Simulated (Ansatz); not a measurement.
HfNH4F3: geometry relaxation (part 1 of 2)

The run: geometry relaxation of HfNH4F3. Method and program: RKS PBE-D4/def2-SVP (Ansatz 0.2.0).

The input holds or restrains some coordinates. Forces given for the steps count only the free coordinates. It belongs to a series of runs on one base structure; here: pulled along the bonds that form and break, towards end B. Figures and captions count atoms from 1; the log counts them from 0 in places.

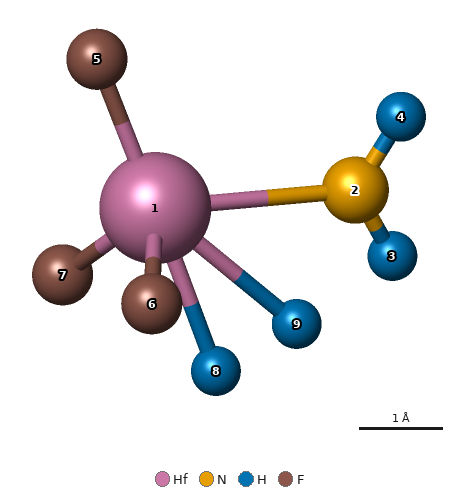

Fig. 1: The input geometry (ball-and-stick view, seen at a tilt; atoms are numbered from 1 in the order of the input). Sticks mark near contacts.

## Input file
```yaml
crystal:
  periodic: [false, false, false]
  atoms:
    - { symbol: Hf, position_ang: [0.0, 0.0, 0.0] }
    - { symbol: "N", position_ang: [0.0, 0.0, 2.56] }
    - { symbol: H, position_ang: [-0.877, -0.2713, 3.09] }
    - { symbol: H, position_ang: [0.877, 0.2713, 3.09] }
    - { symbol: F, position_ang: [1.8671, 0.0, -0.6593] }
    - { symbol: F, position_ang: [-0.9326, 1.6157, -0.6593] }
    - { symbol: F, position_ang: [-0.9326, -1.6157, -0.6593] }
    - { symbol: H, position_ang: [-2.0403, 0.0065, 0.6779] }
    - { symbol: H, position_ang: [-1.5581, 0.005, 1.7349] }
basis:
  gaussian: { orbitals: def2-SVP }
hamiltonian:
  xc: pbe
  dispersion: d4
relax:
  f_tol: 0.15
  max_steps: 25
  restrain:
    - { distance: [0, 7], at: 1.85, k: 30.0 }
    - { distance: [8, 1], at: 1.06, k: 30.0 }
    - { distance: [0, 1], at: 3.41, k: 30.0 }
    - { distance: [8, 7], at: 1.86, k: 30.0 }
```

Launched with:
```bash
ansatz run input.yaml --threads 2 --pin off --max-ram 3072MiB --backend cpu --events-out ev --progress --plain --runs-dir out
```

## Log
```
The last accepted step is kept in [file] (removed where the run ends without a failure and the disk answers)
Engine: ansatz 0.2.0, aarch64-unknown-linux-gnu
Functional definition: PBE
  parameter kappa = 0.804
  parameter beta = 0.06672455060314922
  exchange = pbe_x(kappa = kappa, mu = beta*pi^2/3)
  correlation = pbe_c(beta = beta)
1162 factors; their error is unknown
mean field evaluation 1: about -10985.5625 eV, gradient 8.7e1 eV
mean field evaluation 2: about -10790.7219 eV, gradient 2.8e2 eV
mean field evaluation 4: about -10999.6931 eV, gradient 1.7e1 eV
mean field evaluation 8: about -11000.3805 eV, gradient 3.5e-1 eV
mean field evaluation 16: about -11000.2853 eV, gradient 1.7e-3 eV
mean field -11000.28525835 eV, -404.2530269832 hartree, gradient 5.8e-5 eV, S^2 0.000000; 0 other end points of the search recorded, 0 dependent functions left out
the calculation of the forces begins
reference -11000.28533184 eV, -404.2530296840 hartree; 25, 25 occupied and 83, 83 virtual orbitals, 1162 factors
relax step   1: F+E_penalty+E_count = -11000.42790580 eV  Δ(F+E_penalty+E_count) = +0.000e0 eV  max|allowed force component| = 3.807e0 eV/Å  E_restraint = 26.91472946 eV  max|allowed force component, restraints' pulls added| = 2.630e1 eV/Å  Δτ_max = 0.0000 Å  (30 SCF iters, accepted)
  distance Hf 0 - H 7 = 2.1500 Å
  distance H 8 - N 1 = 1.7631 Å
  distance Hf 0 - N 1 = 2.5600 Å
  distance H 8 - H 7 = 1.1618 Å
these checks for a lower state are left out or cut short: starts, cluster_reference, orbital_swaps, neighbouring_geometries, increment
1162 factors; their error is unknown
mean field -10998.97357258 eV, -404.2048234203 hartree, gradient 1.6e-5 eV, S^2 0.000000; 0 other end points of the search recorded, 0 dependent functions left out
[... from here on the field's lines of each further geometry are left out, up to the last ...]
relax step   2: F+E_penalty+E_count = -10999.11279907 eV  Δ(F+E_penalty+E_count) = +1.315e0 eV  max|allowed force component| = 4.119e0 eV/Å  E_restraint = 13.75765210 eV  max|allowed force component, restraints' pulls added| = 1.861e1 eV/Å  Δτ_max = 0.1949 Å  (36 SCF iters, accepted)
relax step   3: F+E_penalty+E_count = -10998.53794294 eV  Δ(F+E_penalty+E_count) = +5.749e-1 eV  max|allowed force component| = 4.556e0 eV/Å  E_restraint = 5.51802276 eV  max|allowed force component, restraints' pulls added| = 1.204e1 eV/Å  Δτ_max = 0.1949 Å  (36 SCF iters, accepted)
relax step   4: F+E_penalty+E_count = -10999.25876731 eV  Δ(F+E_penalty+E_count) = -7.208e-1 eV  max|allowed force component| = 3.218e0 eV/Å  E_restraint = 1.46939444 eV  max|allowed force component, restraints' pulls added| = 5.800e0 eV/Å  Δτ_max = 0.1945 Å  (34 SCF iters, accepted)
relax step   5: F+E_penalty+E_count = -11000.51577812 eV  Δ(F+E_penalty+E_count) = -1.257e0 eV  max|allowed force component| = 3.419e0 eV/Å  E_restraint = 0.07505583 eV  max|allowed force component, restraints' pulls added| = 3.419e0 eV/Å  Δτ_max = 0.1976 Å  (37 SCF iters, accepted)
relax step   6: F+E_penalty+E_count = -11001.45433907 eV  Δ(F+E_penalty+E_count) = -9.386e-1 eV  max|allowed force component| = 2.771e0 eV/Å  E_restraint = 0.00215838 eV  max|allowed force component, restraints' pulls added| = 2.698e0 eV/Å  Δτ_max = 0.1948 Å  (34 SCF iters, accepted)
relax step   7: F+E_penalty+E_count = -11002.00769423 eV  Δ(F+E_penalty+E_count) = -5.534e-1 eV  max|allowed force component| = 2.576e0 eV/Å  E_restraint = 0.03852785 eV  max|allowed force component, restraints' pulls added| = 2.850e0 eV/Å  Δτ_max = 0.1964 Å  (35 SCF iters, accepted)
relax step   8: F+E_penalty+E_count = -11002.43713000 eV  Δ(F+E_penalty+E_count) = -4.294e-1 eV  max|allowed force component| = 1.202e0 eV/Å  E_restraint = 0.00625569 eV  max|allowed force component, restraints' pulls added| = 1.346e0 eV/Å  Δτ_max = 0.1966 Å  (36 SCF iters, accepted)
relax step   9: F+E_penalty+E_count = -11002.58182439 eV  Δ(F+E_penalty+E_count) = -1.447e-1 eV  max|allowed force component| = 6.901e-1 eV/Å  E_restraint = 0.00426647 eV  max|allowed force component, restraints' pulls added| = 4.974e-1 eV/Å  Δτ_max = 0.1993 Å  (36 SCF iters, accepted)
relax step  10: F+E_penalty+E_count = -11002.66855063 eV  Δ(F+E_penalty+E_count) = -8.673e-2 eV  max|allowed force component| = 4.850e-1 eV/Å  E_restraint = 0.00556884 eV  max|allowed force component, restraints' pulls added| = 2.048e-1 eV/Å  Δτ_max = 0.1994 Å  (35 SCF iters, accepted)
relax step  11: F+E_penalty+E_count = -11002.73388958 eV  Δ(F+E_penalty+E_count) = -6.534e-2 eV  max|allowed force component| = 5.641e-1 eV/Å  E_restraint = 0.00811393 eV  max|allowed force component, restraints' pulls added| = 1.349e-1 eV/Å  Δτ_max = 0.1995 Å  (34 SCF iters, accepted)
relax step  12: F+E_penalty+E_count = -11002.78150860 eV  Δ(F+E_penalty+E_count) = -4.762e-2 eV  max|allowed force component| = 6.555e-1 eV/Å  E_restraint = 0.01788481 eV  max|allowed force component, restraints' pulls added| = 4.586e-1 eV/Å  Δτ_max = 0.1968 Å  (34 SCF iters, accepted)
relax step  13: F+E_penalty+E_count = -11002.81851418 eV  Δ(F+E_penalty+E_count) = -3.701e-2 eV  max|allowed force component| = 6.365e-1 eV/Å  E_restraint = 0.01230555 eV  max|allowed force component, restraints' pulls added| = 1.114e-1 eV/Å  Δτ_max = 0.1998 Å  (34 SCF iters, accepted)
relax step  14: F+E_penalty+E_count = -11002.80978510 eV  Δ(F+E_penalty+E_count) = +8.729e-3 eV  max|allowed force component| = 6.042e-1 eV/Å  E_restraint = 0.01174370 eV  max|allowed force component, restraints' pulls added| = 7.253e-1 eV/Å  Δτ_max = 0.1935 Å  (35 SCF iters, rejected (line search))
relax step  15: F+E_penalty+E_count = -11002.82283379 eV  Δ(F+E_penalty+E_count) = -4.320e-3 eV  max|allowed force component| = 5.119e-1 eV/Å  E_restraint = 0.00872092 eV  max|allowed force component, restraints' pulls added| = 2.696e-1 eV/Å  Δτ_max = 0.0940 Å  (28 SCF iters, accepted)
the calculation of the forces begins
reference -11002.71160742 eV, -404.3421936668 hartree; 25, 25 occupied and 83, 83 virtual orbitals, 1162 factors
relax step  16: F+E_penalty+E_count = -11002.83133749 eV  Δ(F+E_penalty+E_count) = -8.504e-3 eV  max|allowed force component| = 6.631e-1 eV/Å  E_restraint = 0.01009195 eV  max|allowed force component, restraints' pulls added| = 4.471e-2 eV/Å  Δτ_max = 0.0990 Å  (35 SCF iters, accepted)
  distance Hf 0 - H 7 = 1.8544 Å
  distance H 8 - N 1 = 1.0465 Å
  distance Hf 0 - N 1 = 3.3910 Å
  distance H 8 - H 7 = 1.8705 Å
1162 factors; their error is unknown
mean field evaluation 160: about -11002.7115 eV, gradient 2.2e-2 eV
```

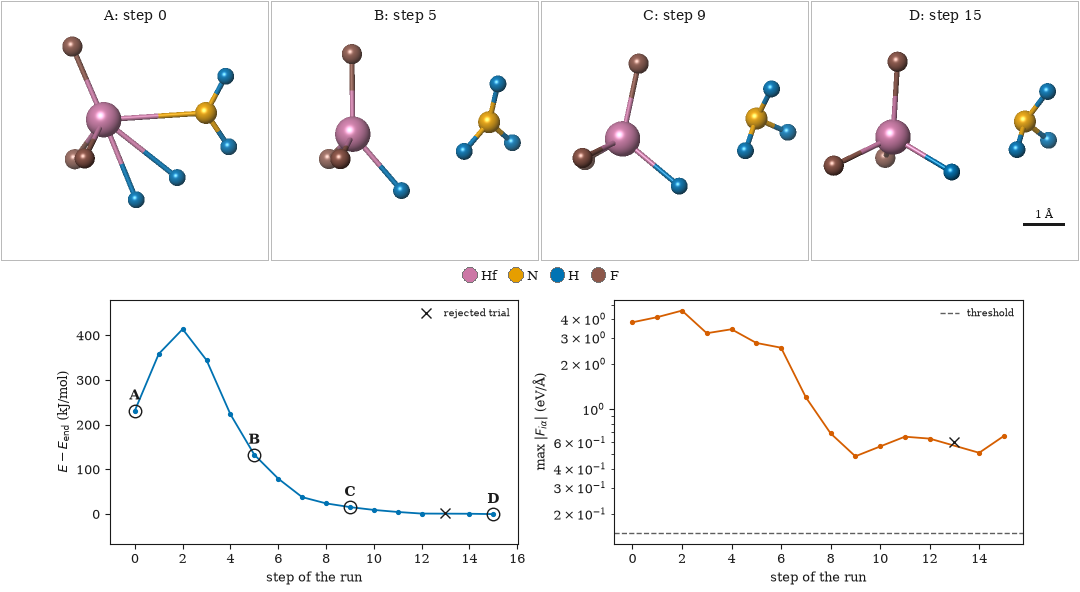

Fig. 2: Frames of the restrained relaxation (ball-and-stick view, seen at a tilt) above the curves, on which the letters mark them (the first geometry is step 0 here and step 1 in the log).

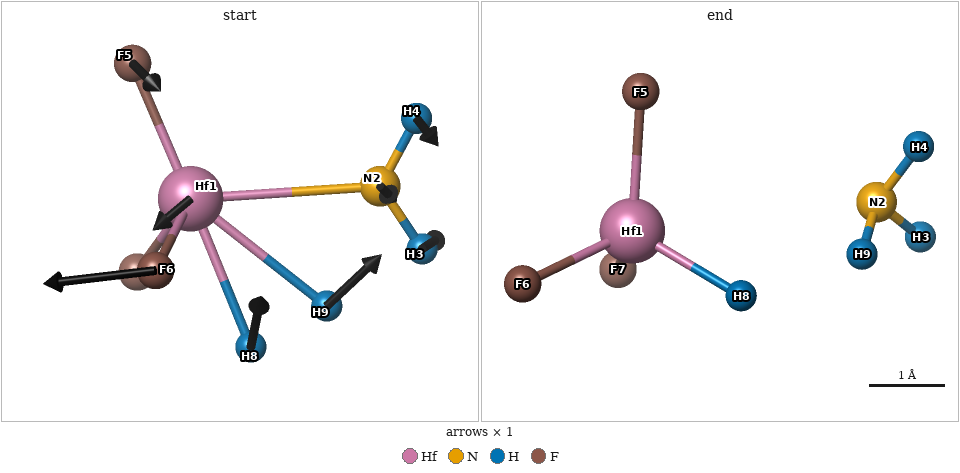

Fig. 3: Before (left) and after (right) the restrained relaxation, at one scale (ball-and-stick view, seen at a tilt). The black arrows give the displacements, at true length. F6 moves most after the best rigid fit: 1.61 Å. Largest moves by element: F 1.61 Å, H 1.19 Å, Hf 0.69 Å, N 0.49 Å. Among the contacts that change: Hf1–N2 2.560 → 3.391 Å, Hf1–H9 2.332 → 3.102 Å, N2–H9 1.763 → 1.047 Å, Hf1–H8 2.150 → 1.854 Å. New bonds form: N2–H9 (1.76 → 1.05 Å). Bonds break: Hf1–H9 (2.33 → 3.10 Å), Hf1–N2 (2.56 → 3.39 Å). Among the angles that change: F5–Hf1–H8 178.9° → 109.4°, F7–Hf1–H8 70.1° → 109.3°, F6–Hf1–H8 69.8° → 103.3°. After 15 geometry steps the energy has fallen by 231.9 kJ/mol. The largest force component goes from 3.8 to 0.66 eV/Å. The line search rejected the trial step at point 13 (counted from 0) and went back. (Atoms are counted from 1 in the order of the input.)

```
mean field -11002.71153373 eV, -404.3421909589 hartree, gradient 1.5e-5 eV, S^2 0.000000; 1 other end points of the search recorded, 0 dependent functions left out
the calculation of the forces begins
reference -11002.71160742 eV, -404.3421936668 hartree; 25, 25 occupied and 83, 83 virtual orbitals, 1162 factors
Total energy: -11002.83141118 eV, -404.3465963737 hartree
Atom 0 at    -0.390500     0.155437    -0.551624 Å, force     0.071871    -0.162356     0.424364 eV/Å
Atom 1 at    -0.231668    -0.391668     2.791147 Å, force    -0.278388     0.406779    -0.663082 eV/Å
Atom 2 at    -0.733984    -1.059877     3.389762 Å, force     0.019214     0.018219    -0.030912 eV/Å
Atom 3 at     0.471742     0.076513     3.377914 Å, force    -0.044709    -0.025483    -0.004886 eV/Å
Atom 4 at     1.465509     0.576868    -0.335108 Å, force     0.000438    -0.011814     0.021111 eV/Å
Atom 5 at    -1.005929     1.033046    -2.131071 Å, force    -0.004671    -0.008266     0.009812 eV/Å
Atom 6 at    -0.884942    -1.692282    -0.662115 Å, force     0.014497     0.016362     0.010475 eV/Å
Atom 7 at    -1.367460     0.972079     0.796523 Å, force    -0.138663     0.176984    -0.183516 eV/Å
Atom 8 at    -0.919268     0.341384     2.499471 Å, force     0.360411    -0.410425     0.416633 eV/Å
Dipole moment:    -0.073513     0.045130     0.536846 e Å
```

## Trajectory as extended XYZ (Å, eV, eV/Å), 16 frames, from step=1 to step=16
```
9
Properties=species:S:1:pos:R:3:forces:R:3 step=1 energy=-11000.42791
Hf    0.0000    0.0000    0.0000   -0.7921  -0.1473   2.2336
N     0.0000    0.0000    2.5600   -0.0021  -0.2529  -2.8812
H    -0.8770   -0.2713    3.0900    1.7492   0.1554   0.2509
H     0.8770    0.2713    3.0900   -1.5042  -0.2425  -0.2036
F     1.8671    0.0000   -0.6593   -1.2854   0.0208   0.4955
F    -0.9326    1.6157   -0.6593    1.0202  -1.2118   0.2484
F    -0.9326   -1.6157   -0.6593    1.0487   1.2555   0.2042
H    -2.0403    0.0065    0.6779    0.8043  -0.1674   3.4590
H    -1.5581    0.0050    1.7349   -1.0384   0.5901  -3.8069
```
